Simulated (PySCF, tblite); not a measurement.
**C₇H₅FSi: geometry, infrared bands and NMR shifts**

Aim: predict the infrared bands and NMR shifts of C₇H₅FSi (`C#C[Si](F)(C#C)C#CC`).

Computed with tblite 0.8.0 and PySCF 2.14.0, with density-fitted response routines of our own, on a single molecule in the gas phase. Atoms count from 0, in the outputs and in this text.

## Step 1: Starting geometry

14 atoms, charge 0, multiplicity 1; geometry from: force field or distance geometry start.

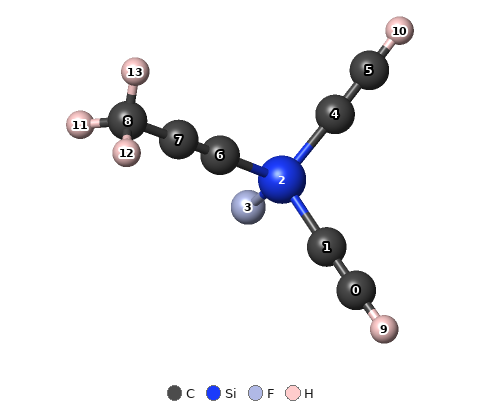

The starting geometry (carbon dark grey, silicon blue, fluorine light blue, hydrogen pink), atoms numbered.

## Step 2: Geometry optimisation with GFN2-xTB

What the job is given:

```
{"job": {"kind": "relax", "xc": "GFN2-xTB", "basis": "xTB"}, "charge": 0, "multiplicity": 1}
C     -2.405500     2.489600     0.746400
C     -1.914500     1.488500     0.305000
Si    -1.144800    -0.043800    -0.323100
F     -1.458900    -0.029500    -2.001400
C     -1.899500    -1.482800     0.465100
C     -2.393600    -2.461100     0.966900
C      0.660300    -0.032500    -0.040500
C      1.862300    -0.015000     0.142600
C      3.316900    -0.000900     0.327100
H     -2.880000     3.381300     1.148400
H     -2.815000    -3.333300     1.425400
H      3.852500    -0.073800    -0.641300
H      3.633100     0.967000     0.793400
H      3.586000    -0.854100     0.944000
```

Run with:

```sh
OMP_NUM_THREADS=1 python probes_run.py task.json out
```

One launch serves the whole session: the jobs run in the order shown.

The log of the run:

```text
step      E/eV     max force
  0    -648.28718    2.192
  1    -648.40105    2.483
  2    -648.39112    2.530
  3    -648.46722    0.411
  4    -648.46780    0.855
  5    -648.47742    0.265
  6    -648.48350    0.221
  7    -648.48753    0.421
  8    -648.48728    0.560
  9    -648.49007    0.073
 10    -648.49070    0.085
 11    -648.49162    0.099
 12    -648.49210    0.062
 13    -648.49256    0.054
 14    -648.49279    0.045
 15    -648.49292    0.040
 16    -648.49300    0.026
 17    -648.49308    0.020
 18    -648.49315    0.027
 19    -648.49320    0.022
 20    -648.49324    0.023
 21    -648.49330    0.030
 22    -648.49336    0.031
 23    -648.49341    0.017
 24    -648.49343    0.012
 25    -648.49345    0.015
 26    -648.49348    0.025
 27    -648.49352    0.027
 28    -648.49356    0.016
 29    -648.49358    0.009
```

It took 0.33 s on 1 thread of Arm Neoverse N1, shared host.

Relaxation path: (the energy doesn't fall at every step)

```tsv
step	energy from step 0 (eV)	largest force (eV/Å)
0	0.0000	2.1920
1	-0.1139	2.4830
2	-0.1039	2.5302
3	-0.1800	0.4112
4	-0.1806	0.8553
5	-0.1902	0.2654
6	-0.1963	0.2212
7	-0.2003	0.4208
8	-0.2001	0.5602
9	-0.2029	0.0734
10	-0.2035	0.0849
11	-0.2044	0.0994
12	-0.2049	0.0618
13	-0.2054	0.0545
14	-0.2056	0.0452
15	-0.2057	0.0405
16	-0.2058	0.0258
17	-0.2059	0.0201
18	-0.2060	0.0267
19	-0.2060	0.0222
20	-0.2061	0.0226
21	-0.2061	0.0298
22	-0.2062	0.0311
23	-0.2062	0.0174
24	-0.2062	0.0118
25	-0.2063	0.0153
26	-0.2063	0.0254
27	-0.2063	0.0274
28	-0.2064	0.0161
29	-0.2064	0.0088
```

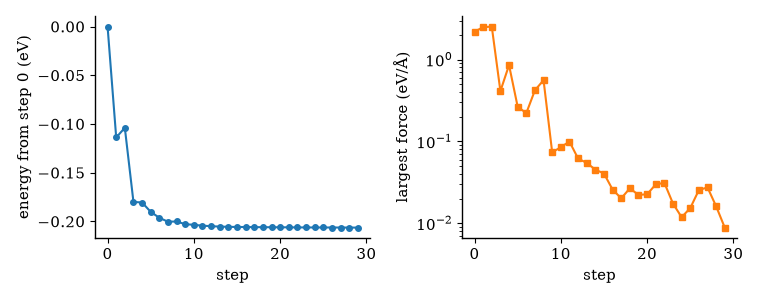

Energy and largest force along the relaxation.

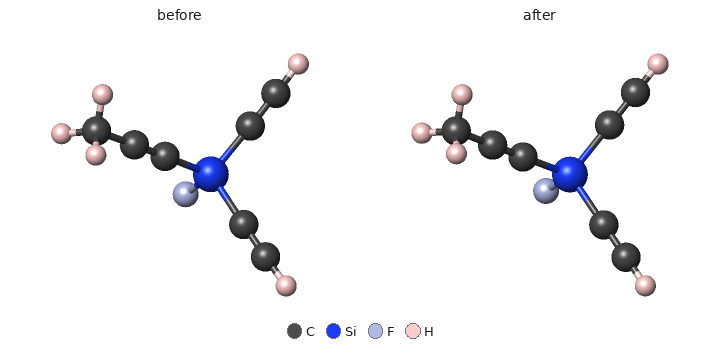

Before and after, at one scale.

Distances of close pairs at the start and the end, largest changes first:

```tsv
bond	before (Å)	after (Å)	change (Å)
Si2–F3	1.707	1.617	-0.090
Si2–C4	1.806	1.848	+0.042
C0–H9	1.087	1.052	-0.035
C8–H12	1.120	1.090	-0.030
C7–C8	1.466	1.443	-0.023
C1–Si2	1.826	1.848	+0.022
C5–H10	1.072	1.052	-0.020
C8–H11	1.109	1.090	-0.019
```

The end geometry stands in the next job.

## Step 3: Vibrational analysis with GFN2-xTB

What the job is given:

```
{"job": {"kind": "ir", "xc": "GFN2-xTB", "basis": "xTB"}, "charge": 0, "multiplicity": 1}
C     -2.428146     2.512868     0.761228
C     -1.921438     1.516462     0.322019
Si    -1.131602    -0.022688    -0.328507
F     -1.425700    -0.086418    -1.917685
C     -1.903457    -1.513439     0.444287
C     -2.394490    -2.478247     0.964301
C      0.690511    -0.006711    -0.077219
C      1.881384    -0.004145     0.103057
C      3.308463     0.003390     0.317451
H     -2.874058     3.387923     1.138044
H     -2.828805    -3.325687     1.410877
H      3.830779    -0.081352    -0.635241
H      3.604734     0.933424     0.802427
H      3.591147    -0.835852     0.952819
```

The log of the run:

```text
mode    cm-1     km/mol
  1     -15.6      0.01
  2      51.3      0.22
  3      61.6      0.34
  4      77.8      0.17
  5     127.3      3.46
  6     133.4      1.24
  7     183.7      4.87
  8     222.4     10.87
  9     251.7      1.11
 10     277.5     45.55
 11     294.0     50.26
 12     299.0     21.20
 13     322.9     19.12
 14     328.5     21.35
 15     496.5     18.71
 16     663.6     17.51
 17     673.9      5.08
 18     678.2      1.34
 19     680.8     24.92
 20     698.7    249.74
 21     740.8    210.32
 22     806.6    293.44
 23    1014.3      6.84
 24    1015.0      5.69
 25    1118.5     10.45
 26    1382.8      2.63
 27    1446.5      7.34
 28    1447.5      7.46
 29    2218.8     69.45
 30    2220.8     39.93
 31    2334.1    291.17
 32    3003.7     17.79
 33    3004.3     17.34
 34    3010.9     24.39
 35    3360.8      2.57
 36    3362.6      2.33
```

It took 0.82 s on 1 thread of Arm Neoverse N1, shared host.

Which atoms move in the most intense modes:

```tsv
cm⁻¹	km/mol	atoms
278	45.5	C4 23 %, C1 23 %, C7 16 %, F3 11 %
294	50.3	C1 37 %, C4 37 %
699	249.7	Si2 32 %, H9 21 %, H10 19 %
741	210.3	Si2 56 %, C0 12 %, C5 12 %
807	293.4	F3 49 %, Si2 47 %
2219	69.5	C1 33 %, C4 23 %, C0 20 %, C5 14 %
2221	39.9	C4 33 %, C1 23 %, C5 20 %, C0 14 %
2334	291.2	C7 53 %, C6 46 %
```

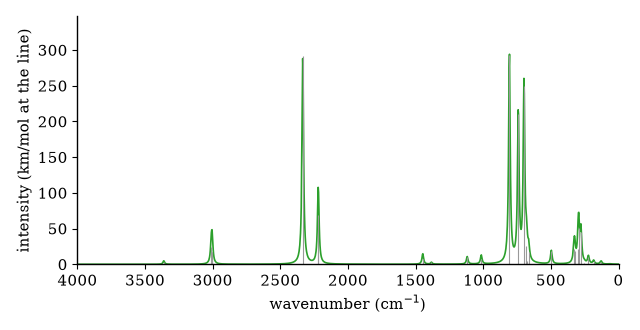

The infrared spectrum from these modes, unscaled. Lines are broadened to a width of 14 cm⁻¹ (Lorentzian).

## Step 4: Nuclear shieldings: PBE0/pcSseg-1

Settings changed since step 3:

```diff
@@ -1,2 +1,2 @@
-{"job": {"kind": "ir", "xc": "GFN2-xTB", "basis": "xTB"}, "charge": 0, "multiplicity": 1}
+{"job": {"kind": "nmr", "xc": "PBE0", "basis": "pcSseg-1"}, "charge": 0, "multiplicity": 1}
 C     -2.428146     2.512868     0.761228
```

Level: GIAO PBE0/pcSseg-1 NMR shielding, non-relativistic, gas phase.

The log of the run:

```text
coarse grid: 13416 points
cycle   1  E = -658.2086609282  dE =  1.131e+00  |g| = 7.392e-01  |ddm| = 4.034e+00
cycle   2  E = -658.1732047359  dE =  3.546e-02  |g| = 9.148e-01  |ddm| = 1.388e+00
cycle   3  E = -658.3187008545  dE = -1.455e-01  |g| = 1.620e-01  |ddm| = 7.365e-01
cycle   4  E = -658.3231937516  dE = -4.493e-03  |g| = 6.479e-02  |ddm| = 1.546e-01
cycle   5  E = -658.3240122671  dE = -8.185e-04  |g| = 3.463e-02  |ddm| = 6.254e-02
cycle   6  E = -658.3242865516  dE = -2.743e-04  |g| = 2.378e-03  |ddm| = 2.534e-02
cycle   7  E = -658.3242867466  dE = -1.950e-07  |g| = 2.065e-03  |ddm| = 3.249e-03
final grid: 128848 points
cycle   8  E = -658.3870046813  dE = -2.887e-05  |g| = 7.244e-03  |ddm| = 4.525e-02
cycle   9  E = -658.3869825070  dE =  2.217e-05  |g| = 1.188e-02  |ddm| = 1.418e-02
cycle  10  E = -658.3870170906  dE = -3.458e-05  |g| = 2.453e-03  |ddm| = 8.872e-03
cycle  11  E = -658.3870185870  dE = -1.496e-06  |g| = 2.051e-04  |ddm| = 1.991e-03
cycle  12  E = -658.3870185906  dE = -3.530e-09  |g| = 1.435e-04  |ddm| = 2.196e-04
cycle  13  E = -658.3870185943  dE = -3.712e-09  |g| = 6.053e-05  |ddm| = 1.240e-04
cycle  14  E = -658.3870185952  dE = -9.506e-10  |g| = 1.399e-05  |ddm| = 5.411e-05
converged SCF energy = -658.3870185952

GIAO shielding tensors (ppm)
atom      isotropic    diamagn.    paramagn.     s11        s22        s33       span
  0 C       86.463     259.181    -172.718      3.410      5.957    250.021    246.611
  1 C       99.730     260.400    -160.670      1.832      7.664    289.695    287.862
  2 Si     421.937     879.550    -457.613    400.216    411.862    453.734     53.518
  3 F      328.481     467.381    -138.899    315.503    316.092    353.850     38.347
  4 C       99.672     260.452    -160.780      1.826      7.485    289.704    287.878
  5 C       86.456     259.127    -172.671      3.558      5.954    249.857    246.299
  6 C      103.895     260.257    -156.361     16.004     25.042    270.640    254.637
  7 C       74.881     273.000    -198.120    -21.175    -18.566    264.382    285.557
  8 C      181.239     251.677     -70.437    172.597    172.834    198.287     25.689
  9 H       29.809      32.399      -2.590     24.719     24.890     39.818     15.099
 10 H       29.811      32.388      -2.576     24.723     24.898     39.813     15.089
 11 H       29.584      27.310       2.274     24.595     27.702     36.455     11.861
 12 H       29.599      28.012       1.587     24.527     27.969     36.302     11.775
 13 H       29.603      28.003       1.600     24.538     27.982     36.289     11.751
```

It took 64 s on 1 thread of Arm Neoverse N1, shared host; peak memory 0.88 GiB.

The references, computed at this level on geometries of the same kind, shield at (ppm): 1H TMS 31.72, 13C TMS 186.9, 29Si TMS 349.2, 19F CFCl3 170.9. Their shielding less the atom's gives the shift. The references are single molecules in the gas phase, so shifts against H2O, NH3, PH3, H3PO4 or CFCl3 are not on the usual liquid scales and can be off by tens of ppm. Atoms listed in one row are averaged.

```tsv
atoms	environment	σ (ppm)	δ (ppm)	δ scaled to CDCl3
C7	alkyne carbon	74.9	112.0	107.4
C0, C5	terminal alkyne carbon	86.5	100.5	96.1
C1, C4	alkyne carbon	99.7	87.2	83.2
C6	alkyne carbon	103.9	83.0	79.1
C8	propargylic methyl carbon	181.2	5.7	3.6
H11, H12, H13	hydrogen on a propargylic methyl carbon	29.60	2.12	2.11
H9, H10	hydrogen on a terminal alkyne carbon	29.81	1.91	1.90
Si2	silicon bonded to 3 C, F	421.9	-72.8	–
F3	fluorine bonded to Si	328.5	-157.5	–
```

The scaled column applies a straight-line fit of computed shieldings to shifts measured in CDCl3, and one for carbons that bear F (root-mean-square error 0.16 ppm for H, 1.9 ppm for C).

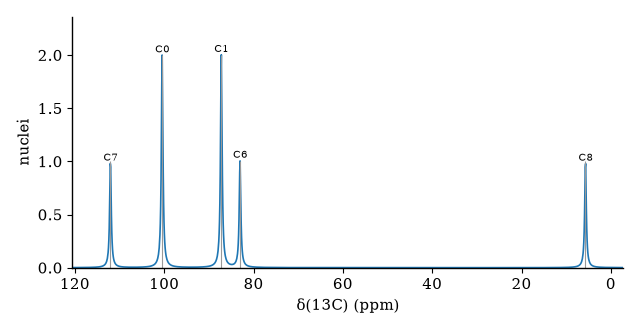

13C lines at the computed shifts, without couplings. Lines are broadened to a width of 0.43 ppm (Lorentzian).

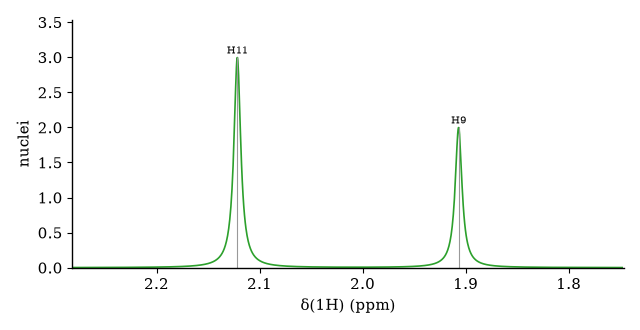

1H lines at the computed shifts, without couplings. Lines are broadened to a width of 0.01 ppm (Lorentzian).

The run also stored atomic charges by several schemes (e):

```tsv
atoms	Mulliken	IAO	Hirshfeld	ESP fit
C0, C5	-0.15	-0.16	-0.06	-0.17
C1, C4	-0.21	-0.35	-0.15	-0.43
Si2	1.17	1.38	0.49	1.38
F3	-0.39	-0.52	-0.20	-0.39
C6	-0.46	-0.41	-0.19	-0.74
C7	-0.07	0.04	0.00	0.39
C8	-0.16	-0.44	-0.09	-0.57
```

ESP fit charges:

C0 -0.17; C1 -0.43; Si2 1.38; F3 -0.39; C4 -0.43; C5 -0.17; C6 -0.74; C7 0.39; C8 -0.57; H9 0.27; H10 0.27; H11 0.19; H12 0.19; H13 0.19

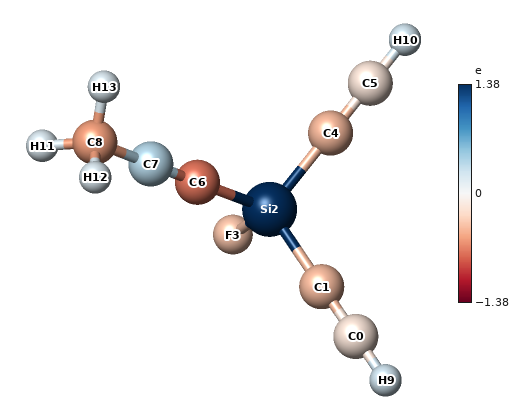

ESP fit charges, as colours on the atoms.

Mayer bond orders: C0–C1 2.55, C1–Si2 0.90, Si2–F3 0.99, Si2–C4 0.90, C4–C5 2.55, Si2–C6 0.99, C6–C7 2.51, C7–C8 1.18.

The fields below are evaluated on a grid from the run's orbitals.

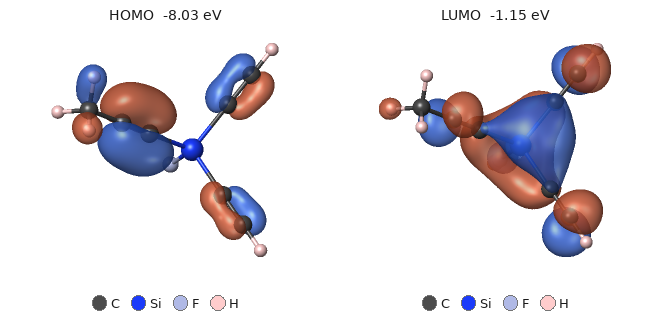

Frontier orbitals at PBE0/pcSseg-1; each surface holds 70 % of the orbital's density, blue and red mark the sign.

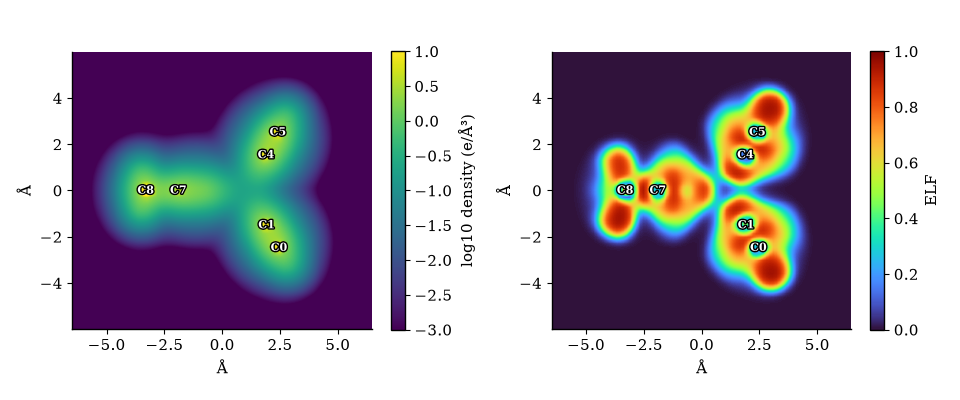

Density (left) and ELF (right) in a plane through or near 6 of the atoms.

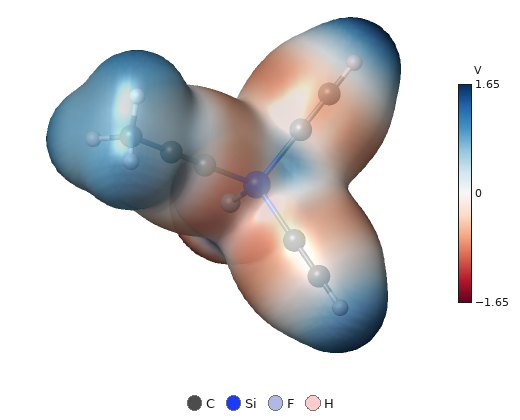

The potential that a unit positive charge feels on the 0.002 e/bohr³ surface, from -1.21 V near F3 to 1.65 V near H9.

## Step 5: What came out

```
                                                               quantity                              value
                              strongest single infrared mode (GFN2-xTB)               807 cm⁻¹, 293 km/mol
                                           zero-point energy (GFN2-xTB)                      54.3 kcal/mol
13C shifts against TMS (PBE0/pcSseg-1, means over atoms taken as alike)  112.0, 100.5, 87.2, 83.0, 5.7 ppm
 1H shifts against TMS (PBE0/pcSseg-1, means over atoms taken as alike)                     2.12, 1.91 ppm
                                29Si shifts against TMS (PBE0/pcSseg-1)                          -72.8 ppm
                               19F shifts against CFCl3 (PBE0/pcSseg-1)                         -157.5 ppm
                                  surface potential, least and greatest                 -1.21 V and 1.65 V
```

**Reading.** Over 29 steps the energy fell by 0.206 eV; of the close pairs, Si2–F3 changed most, 1.707 to 1.617 Å. The lowest mode is slightly imaginary (16i cm⁻¹), a soft motion within the noise of the Hessian, so the minimum is not strictly shown. The strongest single mode, at 807 cm⁻¹, moves mainly F3 and Si2. GFN2-xTB is a fitted tight-binding method: band positions and strengths are rough. Its intensities can rank the bands wrongly. By nearest atom (PBE0/pcSseg-1), the HOMO sits on C6, C7 about 34 % each and the LUMO on Si2 19 %; 5 C atoms about 11 % each.
